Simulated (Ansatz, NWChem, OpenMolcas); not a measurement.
How methods differ on SnNH4F (SMILES [NH2][SnH2][F])

The species is SnNH4F (7 atoms), meant as a singlet with charge 0. As SMILES, `[NH2][SnH2][F]`. The coordinates come from a PBE0-D4/def2-TZVP relaxation. This is one conformer, not always the lowest.

```xyz
7

N    -0.8246    0.0883   -0.9430
Sn    0.4977   -0.0651    0.5429
F     0.2339   -1.8275    1.2724
H    -1.5842    0.7414   -0.8296
H    -0.4695    0.1255   -1.8857
H     0.1131    0.9711    1.8338
H     2.0949   -0.1018   -0.0366
```

Each level gives the vertical energy of the triplet above the singlet (eV). The values are calculated.

```tsv
level	kind	program	value (eV)	CPU time (all runs)
HF/def2-SVP (core potential)	Hartree–Fock	Ansatz	5.16	8.8 s
SVWN5/def2-SVP (core potential)	LDA	Ansatz	5.52	9.4 s
PBE/def2-SVP (core potential)	GGA	OpenMolcas	5.38	84 s
r2SCAN/def2-SVP (core potential)	meta-GGA	OpenMolcas	5.43	1.8 min
M06-2X/def2-SVP (core potential)	hybrid meta-GGA	OpenMolcas	5.83	1.7 min
wB97X/def2-SVP (core potential)	range-separated hybrid	Ansatz	5.95	57 s
RPA@PBE0/def2-SVP (core potential)	RPA	Ansatz	5.69	39 s
MP2/def2-SVP (core potential)	perturbation theory	NWChem	5.98	76 s
BCCD(T)/def2-SVP (core potential)	coupled cluster or CI	Ansatz	5.76	1.7 min
```

Spin-orbit coupling is left out. The values span 5.16 to 5.98 eV. A triplet this far above the singlet is often a Rydberg-like or dissociative state; sets without diffuse functions put Rydberg states too high. In the correlated wave-function rows the outer d shell of Sn is correlated, in sets not made for it. Times are those of the runs behind each value, whatever else they computed, on shared processors of several kinds: orders of magnitude only.

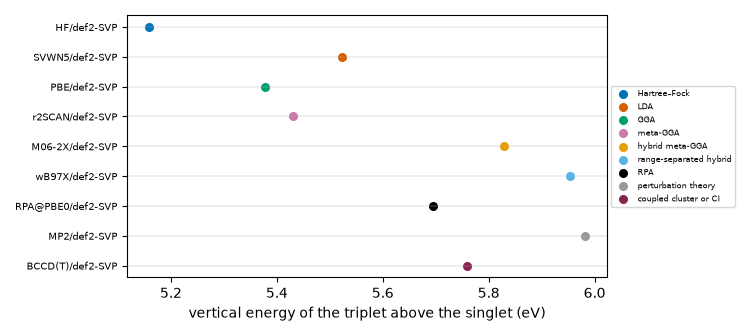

The values of the table, level by level.
